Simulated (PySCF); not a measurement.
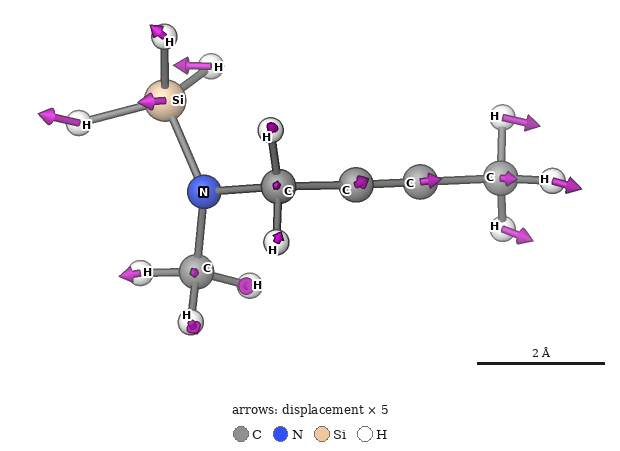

A relaxation of C5H11NSi. The starting structure is drawn; purple arrows show the displacements, magnified 5 times. The two geometries are superimposed by the best rigid fit.

A ball-and-stick model, seen face on.

The start comes from GFN2-xTB. Its atoms were then displaced at random by about 0.01 Å.

All numbers below come from PBE0-D3(BJ)/def2-SVP geometry optimisation, gas phase in PySCF. 

What happened in the run?

An H atom moves most after the best rigid fit: 0.15 Å. By element the largest moves are H 0.15 Å, Si 0.10 Å, C 0.07 Å, N 0.01 Å. Some distances before and after: C–C 1.406 → 1.470 Å, H–Si 1.458 → 1.503 Å, C–H 1.077 → 1.108 Å, C–C 1.474 → 1.454 Å. Bond angles that change, for instance: H–C–H 112.4° → 107.6°, C–C–H 107.7° → 111.3°, N–Si–H 104.6° → 107.8°. The energy falls by 19.2 kJ/mol in 6 geometry steps.
